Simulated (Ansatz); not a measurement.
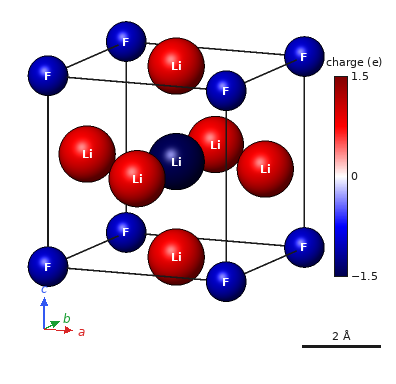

A spheres-only picture of a crystal structure, seen slightly off an axis. Lines trace the edges of the simulation cell. The atoms of this Li4F cell are coloured by their Bader charge.

Theory: DFT PBE, scalar-relativistic, plane waves, PAW (Ansatz 0.2.0). Numerical settings: E_cut = 420 eV, an 8×8×8 sampling of the Brillouin zone, Gaussian smearing of 0.1 eV, no spin polarisation.

Q: Who donates electrons here and who accepts them?

A: Most positive: Li; most negative: F. Charges: about Li -1.5 to +0.8 e; F -1.0 e.

Its origin is a random cell made by a generator, so it need not be a real form of the compound. Earlier steps of the study may have refined or changed the cell and positions. It went into a calculation with Ansatz.
